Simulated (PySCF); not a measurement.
**H2P, doublet, SMILES `[PH2]`: what the electrons do**

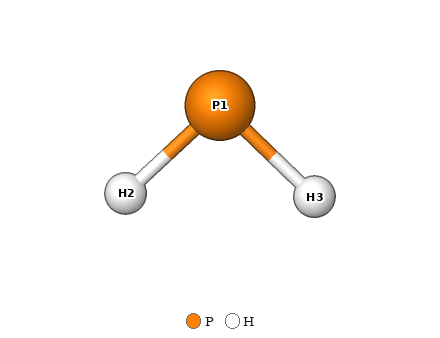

The molecule, with its atoms numbered as below. No frequency check shows the geometry to be a minimum.

Coordinates in Å:

```
P1      -0.0001   -0.1144    0.0000
H2       0.9966    0.8575    0.0000
H3      -0.9959    0.8582    0.0000
```

### 1. Bonding charge

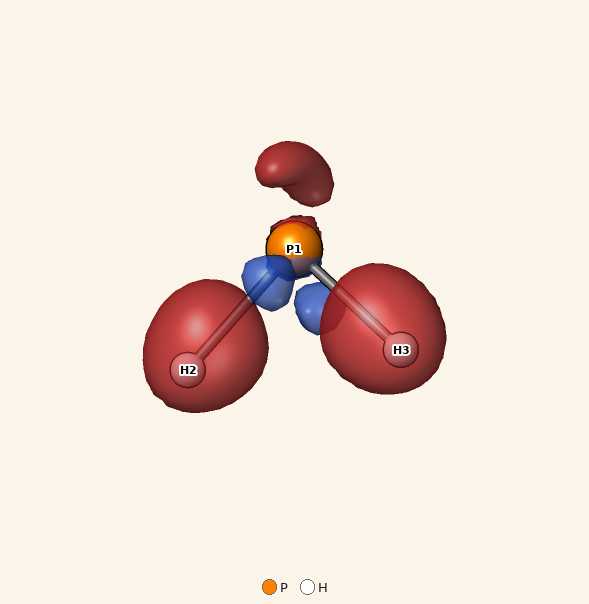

Deformation density (molecule less spherical, spin-averaged free atoms at the same positions), surfaces at ±0.1 e/Å³; red: gain, blue: loss.

Method: TPSS/6-31+G*; geometry: GFN2-xTB; program: PySCF. The stability of the open-shell solution wasn't checked. GFN2-xTB doesn't know the spin state, so this open-shell geometry is rough.

How much density has each bond gained at its critical point, relative to the free atoms?

Answer. P1–H3 and P1–H2: +0.21 e/Å³ at the bond critical point (bond length 1.39 Å). In all, 0.6 electrons gather in the regions of gain relative to the promolecule.

Where do the Hirshfeld charges lie?

Answer. The highest Hirshfeld charge is on P1 (+0.04 e), the lowest on H2 and H3 (−0.02 e).

### 2. Electrostatic potential

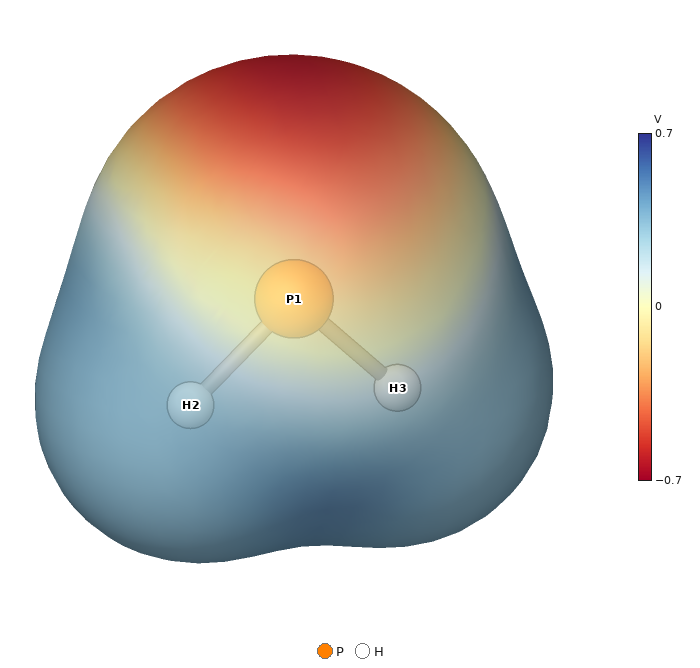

Electrostatic potential on the surface of electron density 0.001 a.u.

Where are the extremes of the potential on the surface?

Answer. Highest: 0.50 V, near H3 (1.85 Å) and H2 (2.06 Å), over P1 (2.2 Å), and at like points elsewhere. Further maxima include 0.40 V, 1.6 Å from H2, and at like points elsewhere. Lowest: −0.64 V, 2.3 Å from P1. The surface is sampled at points, so like sites can differ by a few per cent and only the strongest of them is named.

What volume does the surface enclose, and what is the dipole moment?

Answer. About 53 Å³; the dipole moment is 0.9 D.

### 3. Spin density

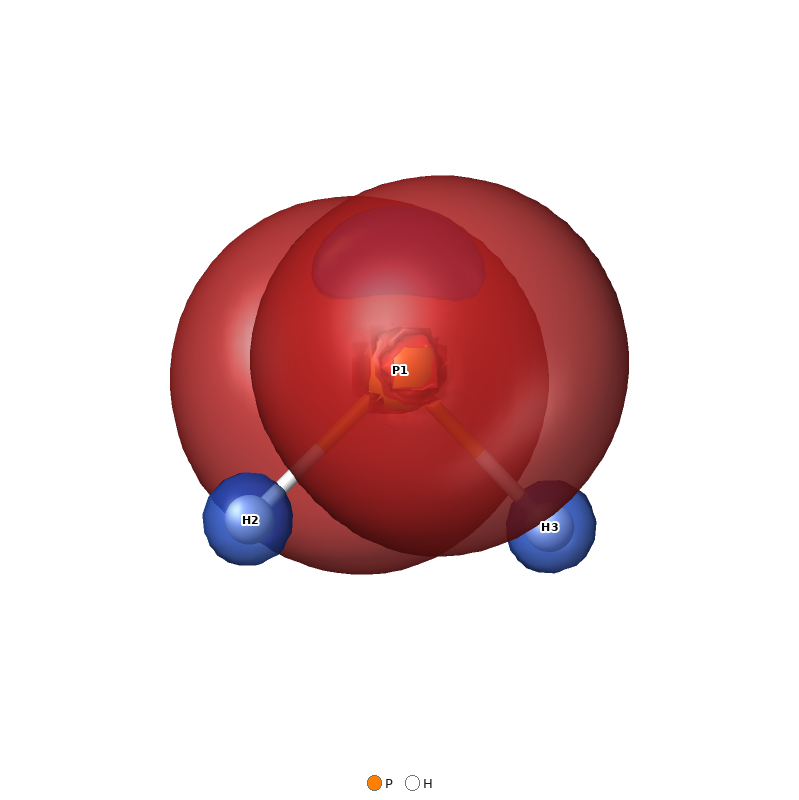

Spin density ρα − ρβ at ±0.02 e/Å³ (red: excess α, blue: excess β).

Where is the unpaired spin?

Answer. Hirshfeld spin populations: P1 +0.94. ⟨S²⟩ = 0.76, as for a pure state.

### 4. In an electric field

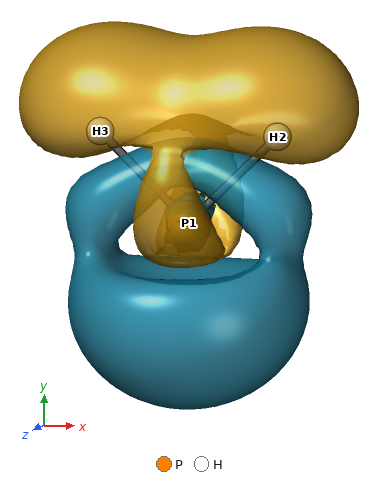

Change of the electron density in a uniform field of 0.10 V/Å, surfaces at ±0.0005 e/Å³ (yellow: gain, teal: loss).

PySCF calculation, r2SCAN/def2-SVPD, gas phase; geometry: GFN2-xTB. The stability of the open-shell solution wasn't checked. GFN2-xTB doesn't know the spin state, so this open-shell geometry is rough.

Along which Cartesian direction does the field point?

Answer. Along −y: electrons gather on the +y side, against the field.

How large is the response?

Answer. The induced dipole is 0.14 D (along the field); α along this axis, from the fields in both directions, is 28 bohr³ (4.2 Å³).

Which atoms gain and lose the most charge?

Answer. Electrons gather most on H2 and H3 alike (Hirshfeld charge changes by −0.004 e) and leave P1 most (+0.008 e); 0.013 electrons are displaced in all.

### 5. Removing or adding an electron

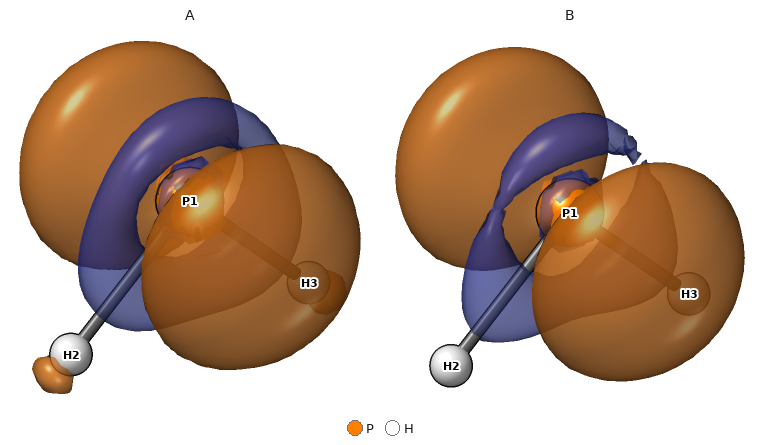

The two Fukui functions at ±0.06 e/Å³ (orange positive, blue negative).

Method: PBE/cc-pVDZ; geometry: GFN2-xTB; program: PySCF. GFN2-xTB doesn't know the spin state, so this open-shell geometry is rough.

Why do the two look alike?

Answer. The electron leaves from or enters the same singly occupied orbital. A is f⁻, B is f⁺. f⁻ (Hirshfeld-condensed) is largest on P1 (0.78); the vertical ionisation energy is 9.94 eV (to the singlet cation, which needn't be its lowest state). f⁺ (Hirshfeld-condensed) is largest on P1 (0.78); the vertical electron affinity is 0.47 eV (to the singlet anion, which needn't be its lowest state; the anion's highest orbital has positive energy, so this value and f⁺ depend on the basis).
